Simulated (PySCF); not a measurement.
```yaml
atoms:
  - { symbol: O, position_ang: [-0.8506, -0.9938, 1.1035] }
  - { symbol: C, position_ang: [-1.0070, -0.6804, -0.2681] }
  - { symbol: C, position_ang: [0.2449, -1.0680, -1.0606] }
  - { symbol: C, position_ang: [1.4277, -0.2079, -0.5800] }
  - { symbol: C, position_ang: [2.2708, -0.9293, 0.4540] }
  - { symbol: F, position_ang: [2.8374, -2.0717, -0.0788] }
  - { symbol: Si, position_ang: [0.6316, 1.3834, 0.1386] }
  - { symbol: C, position_ang: [-1.1325, 0.8397, -0.3485] }
  - { symbol: C, position_ang: [-2.2348, 1.3710, 0.5456] }
  - { symbol: F, position_ang: [-2.2146, 2.7481, 0.5453] }
  - { symbol: H, position_ang: [-0.6668, -1.9365, 1.1843] }
  - { symbol: H, position_ang: [-1.8993, -1.1909, -0.6675] }
  - { symbol: H, position_ang: [0.0556, -0.8870, -2.1192] }
  - { symbol: H, position_ang: [0.4651, -2.1320, -0.9410] }
  - { symbol: H, position_ang: [2.0812, 0.0061, -1.4283] }
  - { symbol: H, position_ang: [3.1015, -0.3028, 0.7919] }
  - { symbol: H, position_ang: [1.6786, -1.2519, 1.3139] }
  - { symbol: H, position_ang: [1.0670, 2.5865, -0.5697] }
  - { symbol: H, position_ang: [0.8089, 1.4926, 1.5840] }
  - { symbol: H, position_ang: [-1.3567, 1.1195, -1.3806] }
  - { symbol: H, position_ang: [-3.2323, 1.0740, 0.2011] }
  - { symbol: H, position_ang: [-2.0862, 1.0507, 1.5792] }
```

Geometry: GFN2-xTB.

Theory: PySCF, PBE0/pcSseg-1, SCF density, gas phase, non-relativistic.

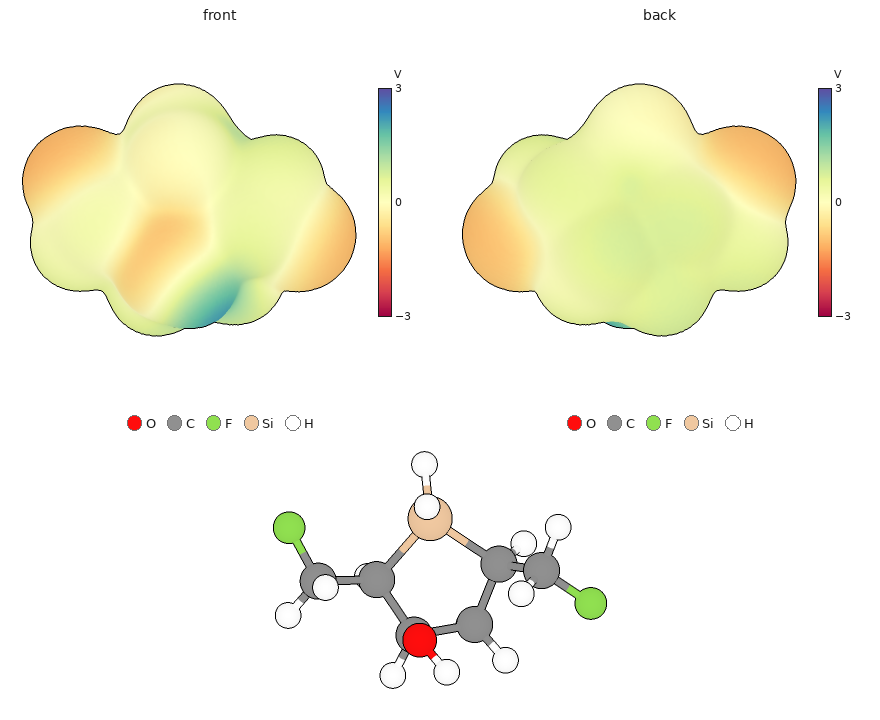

C₆H₁₂F₂OSi. The electrostatic potential painted on the density surface at 0.001 e/bohr³, seen from the front and from behind; red is negative and blue positive. The bare structure is drawn below in the same view.

> Where is the surface potential most negative and most positive?

The most negative region (about −1.1 V) lies over F10, the most positive (about +2.0 V) over H11.

> How polar is the molecule by this calculation?

Its dipole moment is 1.85 D.
